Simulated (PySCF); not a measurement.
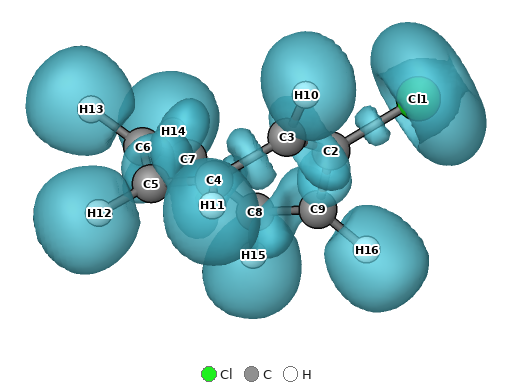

C₈H₇Cl (SMILES ClC1=C/C=C\C=C/C=C\1). Isosurface of the ELF at 0.8 (cyan), seen from one side. Only the valence region is drawn (cores and ρ < 0.01 e/Å³ removed).

Geometry: GFN2-xTB.

All numbers below come from PBE0/pcSseg-1, SCF density, gas phase, non-relativistic (PySCF).

Input

```
{"job": {"kind": "nmr", "xc": "PBE0", "basis": "pcSseg-1"}, "charge": 0, "multiplicity": 1}
Cl     2.986998     0.235108     1.403333
C      1.605166    -0.035880     0.371747
C      1.119029    -1.262498     0.233450
C     -0.002005    -1.610884    -0.642556
C     -1.222876    -1.092417    -0.577189
C     -1.681275    -0.081782     0.378924
C     -1.174087     1.135143     0.540482
C     -0.056594     1.703108    -0.215356
C      1.162057     1.184343    -0.308623
H      1.591232    -2.091572     0.744793
H      0.203876    -2.413372    -1.341087
H     -1.998415    -1.480533    -1.227692
H     -2.563755    -0.366018     0.941001
H     -1.649411     1.823529     1.229731
H     -0.267227     2.652726    -0.693972
H      1.939689     1.709943    -0.848395
```

Command:

```sh
OMP_NUM_THREADS=1 python probes_run.py task.json out
```

Question: Where are the electrons localised?

Answer: The surface consists of eight regions between bonded C–C atoms (shared pairs), one region between bonded C–Cl atoms (shared pairs), seven regions around hydrogen nuclei and one ring or bowl of non-bonding electrons around Cl.

Values along the shortest contacts:
C–C (1.33 Å): the ELF peaks at about 0.90 between the atoms; a multiple bond. C–Cl (1.75 Å): the ELF peaks at about 0.90 between the atoms: a covalent bond.
